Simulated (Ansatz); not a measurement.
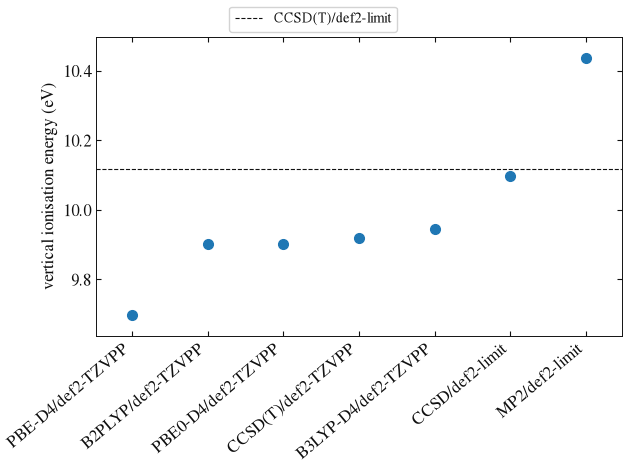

Vertical ionisation energy of CHClFNSi, SMILES FC1=N[Si@H]1Cl, taken as the energy of the cation less that of the neutral at fixed geometry (unrestricted doublet cation, cores frozen in correlated methods, no spin-orbit coupling), the Ansatz code, at a PBE0-D4/def2-TZVP geometry (a minimum by its frequencies). Limit means an estimate of the basis limit from triple and quadruple zeta; for coupled cluster it is either extrapolated directly or built as the MP2 limit plus the step from MP2 in triple zeta. B2PLYP/def2-TZVPP holds a correlation term that converges slowly with the basis, so part of the distance to the limit is basis error. The distance of CCSD(T)/def2-TZVPP to the limit includes basis error.

Q: Which level comes closest to the line (CCSD(T)/def2-limit), and which misses most?

A: Closest CCSD/def2-limit (10.10 eV), against 10.12 eV; farthest PBE-D4/def2-TZVPP (9.70 eV).

Q: What range do the values span, the line included?

A: From 9.70 eV (PBE-D4/def2-TZVPP) to 10.44 eV (MP2/def2-limit).
